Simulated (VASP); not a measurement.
Data:

```xyz
2
Lattice="0.0000 2.7750 2.7750 2.7750 0.0000 2.7750 2.7750 2.7750 0.0000" Properties=species:S:1:pos:R:3 pbc="T T T"
Ag     0.0000     0.0000     0.0000
Cl     2.7750     2.7750     2.7750
```

Computed with TPSS meta-GGA, VASP's PBE PAW potentials (set 64) (plane waves; VASP). Numerical set-up: 520 eV cut-off, 9×9×9 Γ-centred mesh, tetrahedra with Blöchl corrections, potentials Ag Cl.

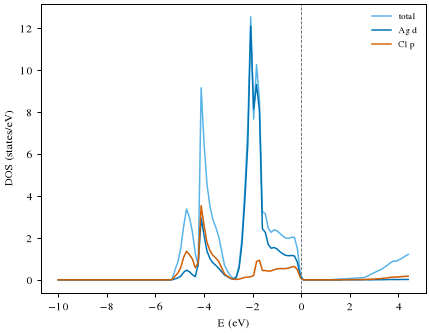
Total and projected density of states, zero at the valence-band maximum

Within 2 eV below the valence-band maximum the largest weight inside VASP's projection spheres is Ag d.

The gap is indirect, 0.98 eV, from the valence maximum at L to the conduction minimum at Γ.

The compound is AgCl in the rock salt structure. The cell was not relaxed at this level.
